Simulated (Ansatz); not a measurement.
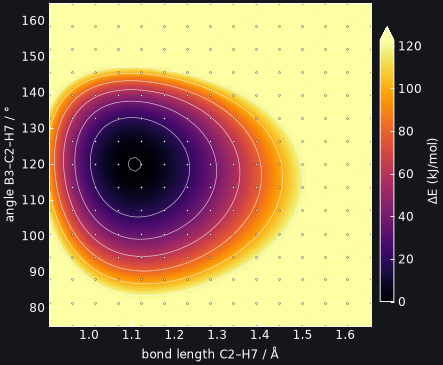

CH3BFNS, SMILES N=CB(F)S. Coordinates scanned: (1) bond length C2–H7; (2) angle B3–C2–H7. Nothing is relaxed (all other coordinates rigid). Grid: 15 × 15 points. Points are written as (first, second). Energies: kJ/mol, counted from the lowest grid point. The reference is spin-restricted, which grows unreliable where a bond is stretched far. Computed with RKS PBE0-D4/def2-SVP (Ansatz).

In the figure: a smooth colour map with a few white contour lines, dots at the grid points, one colour for all values above the top of the scale. Between grid points the surface is interpolated.

> Estimate the position of the minimum and the force constants in these coordinates.

The interpolated minimum is at bond length C2–H7 ≈ 1.106 Å, angle B3–C2–H7 ≈ 119.9°. The curvatures there are about 32 eV/Å² and 7 eV/rad², with a cross term of about 1 eV/(Å·rad). Round the minimum the two coordinates are weakly coupled (coupling 0.06 in units of the two stiffnesses). (1 eV is 96.5 kJ/mol.)
